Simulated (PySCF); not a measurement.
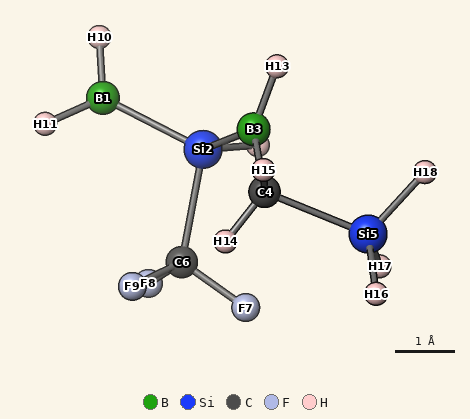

*The structure (ball-and-stick view, seen at a tilt; atoms are numbered from 1 in the order of the input).*

## NMR shielding calculation, with input and output: C2H9B2F3Si2

- system: C2H9B2F3Si2
- method: GIAO PBE0/pcSseg-1 NMR shielding, non-relativistic, gas phase (PySCF 2.14.0)

The geometry comes from this level: GFN2-xTB. It belongs to a series of runs on one base structure; here: H on B replaced by CH2SiH3. Figures and captions count atoms from 1; the log counts them from 0 in places.

**Input**
```
{"job": {"kind": "nmr", "xc": "PBE0", "basis": "pcSseg-1"}, "charge": 0, "multiplicity": 1}
B     -2.634544     1.602796    -0.631221
Si    -1.263977     0.214939    -0.756307
B      0.600307     0.861542    -0.698727
C      1.556837     0.577284     0.468188
Si     2.609588    -0.973940    -0.013183
C     -1.540991    -0.962254     0.807844
F     -0.691881    -2.015817     0.868154
F     -2.782527    -1.493477     0.861845
F     -1.375429    -0.299992     1.979833
H     -3.085783     2.087423    -1.594585
H     -2.972940     2.046644     0.396603
H     -1.487370    -0.817215    -1.800528
H      0.999819     1.490890    -1.608401
H      1.087556     0.330316     1.418958
H      2.293766     1.360040     0.650710
H      3.497899    -1.222936     1.124980
H      1.764503    -2.129315    -0.291306
H      3.416405    -0.650609    -1.194517
```

The first line tells a small driver script what to run in PySCF; the rest is the geometry in Å.

Hardware: 1 CPU thread, shared host.

Run as:
```bash
OMP_NUM_THREADS=1 python <driver script> task.json out
```

**Log**
```
coarse grid: 16432 points
cycle   1  E = -1008.8271271223  dE =  7.105e-01  |g| = 8.686e-01  |ddm| = 3.691e+00
cycle   2  E = -1008.6919681518  dE =  1.352e-01  |g| = 1.291e+00  |ddm| = 1.117e+00
cycle   3  E = -1008.9610518220  dE = -2.691e-01  |g| = 5.245e-02  |ddm| = 6.767e-01
cycle   4  E = -1008.9614275689  dE = -3.757e-04  |g| = 3.308e-02  |ddm| = 6.951e-02
cycle   5  E = -1008.9616746125  dE = -2.470e-04  |g| = 7.135e-03  |ddm| = 3.120e-02
cycle   6  E = -1008.9616885656  dE = -1.395e-05  |g| = 1.357e-03  |ddm| = 9.308e-03
cycle   7  E = -1008.9616890960  dE = -5.304e-07  |g| = 3.103e-04  |ddm| = 2.092e-03
final grid: 151848 points
cycle   8  E = -1009.0294879371  dE = -5.061e-05  |g| = 7.464e-03  |ddm| = 2.454e-02
cycle   9  E = -1009.0294809832  dE =  6.954e-06  |g| = 9.928e-03  |ddm| = 1.260e-02
cycle  10  E = -1009.0295005099  dE = -1.953e-05  |g| = 7.124e-04  |ddm| = 6.731e-03
cycle  11  E = -1009.0295006258  dE = -1.160e-07  |g| = 2.247e-04  |ddm| = 8.283e-04
cycle  12  E = -1009.0295006362  dE = -1.035e-08  |g| = 7.565e-05  |ddm| = 2.432e-04
cycle  13  E = -1009.0295006375  dE = -1.334e-09  |g| = 1.730e-05  |ddm| = 7.860e-05
cycle  14  E = -1009.0295006376  dE = -7.844e-11  |g| = 4.107e-06  |ddm| = 2.425e-05
```

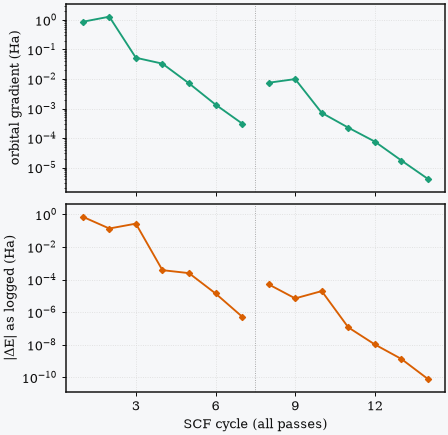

*Convergence of the self-consistent field: orbital gradient and size of the energy change against the SCF cycle. The dotted line marks the change from a coarse to the final integration grid.*

The first 7 cycles use a coarse grid, the final grid takes over at cycle 8, and the field converges after 14 cycles in all.

```
converged SCF energy = -1009.0295006376

GIAO shielding tensors (ppm)
atom      isotropic    diamagn.    paramagn.     s11        s22        s33       span
  0 B      -16.610     197.012    -213.622   -140.553    -59.786    150.511    291.064
  1 Si     393.852     882.115    -488.262    337.562    410.936    433.058     95.497
  2 B        2.363     197.205    -194.842    -87.763    -41.290    136.141    223.904
  3 C      152.765     258.807    -106.041    104.721    159.646    193.929     89.208
  4 Si     433.719     879.497    -445.778    407.871    429.381    463.903     56.032
  5 C       42.034     249.866    -207.833     33.159     39.287     53.655     20.495
  6 F      232.248     477.771    -245.522    136.784    236.396    323.565    186.781
  7 F      231.061     472.371    -241.310    139.618    226.601    326.963    187.345
  8 F      239.035     477.227    -238.192    133.630    255.465    328.010    194.381
  9 H       20.967      29.044      -8.076      8.394     26.446     28.061     19.667
 10 H       20.838      29.368      -8.530      6.678     27.495     28.340     21.662
 11 H       26.976      28.913      -1.937     23.344     26.280     31.303      7.959
 12 H       22.607      30.975      -8.368     14.572     26.118     27.130     12.558
 13 H       28.481      34.774      -6.293     24.029     28.134     33.281      9.252
 14 H       29.120      30.615      -1.495     25.626     26.457     35.277      9.652
 15 H       27.461      28.255      -0.794     24.521     25.195     32.668      8.146
 16 H       27.706      29.617      -1.911     23.395     28.041     31.682      8.287
 17 H       27.828      28.521      -0.693     24.353     25.622     33.510      9.156
```

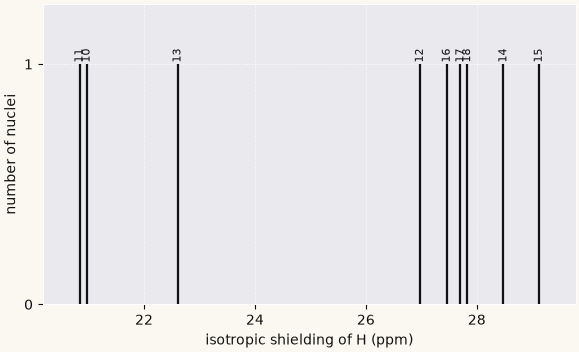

*Isotropic shieldings of the hydrogen nuclei in this fixed geometry, labelled by atom number; shielding grows to the right, so chemical shift grows to the left.*

The least shielded is H11 (20.8 ppm), the most shielded H15 (29.1 ppm).

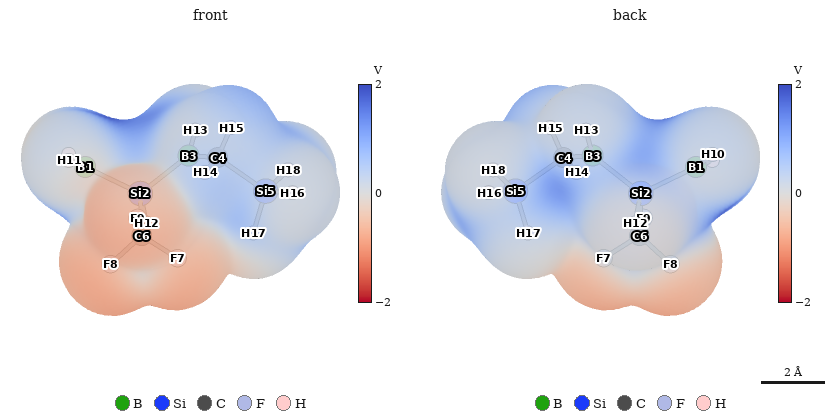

*The electrostatic potential painted on the density surface at 0.001 e/bohr³, seen at a tilt and from behind; red is negative and blue positive.*

Its dipole moment is 2.65 D.

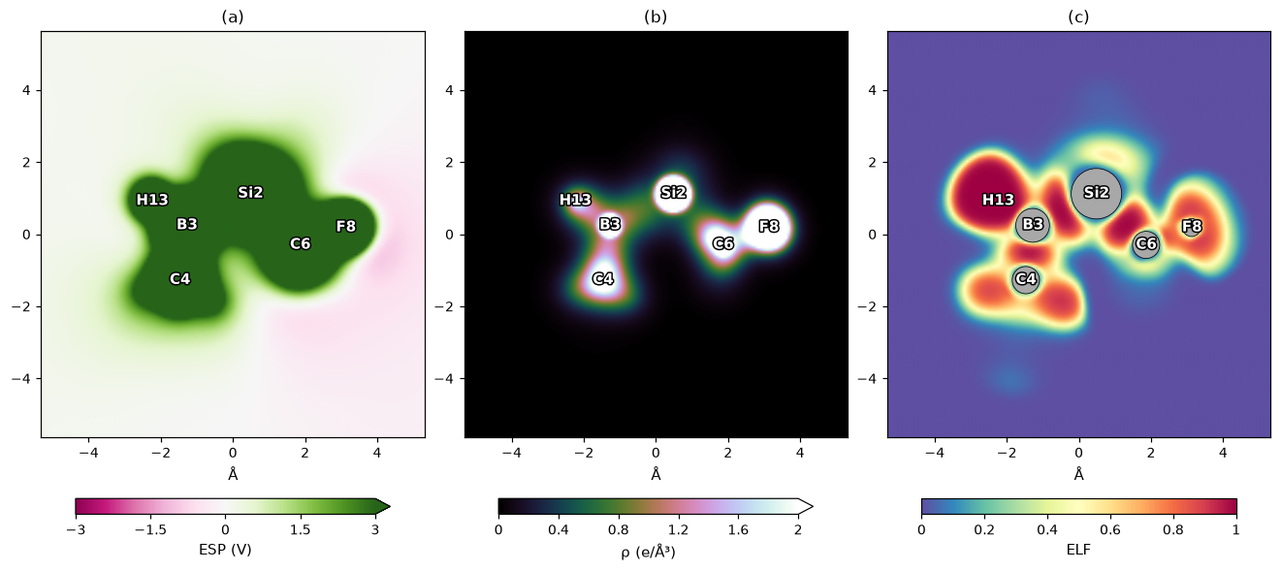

*(a) electrostatic potential; (b) electron density; (c) electron localisation function on the plane of atoms B3, Si2 and C6. Grey discs, where drawn, cover atomic cores.*

Atoms in the plane: Si, B, C, F and H.

**Key numbers**

```json
{"quantity": "outcome", "value": "converged"}
{"quantity": "total energy", "value": "−1009.029501 hartree"}
{"quantity": "HOMO", "value": "−8.41 eV"}
{"quantity": "LUMO", "value": "−3.00 eV"}
{"quantity": "dipole moment", "value": "2.65 D"}
{"quantity": "isotropic shielding, B", "value": "−16.6 to 2.4 ppm"}
{"quantity": "isotropic shielding, Si", "value": "393.9 to 433.7 ppm"}
{"quantity": "isotropic shielding, C", "value": "42.0 to 152.8 ppm"}
{"quantity": "isotropic shielding, F", "value": "231.1 to 239.0 ppm"}
{"quantity": "isotropic shielding, H", "value": "20.8 to 29.1 ppm"}
{"quantity": "wall time", "value": "93 s"}
{"quantity": "peak memory", "value": "0.94 GiB"}
```
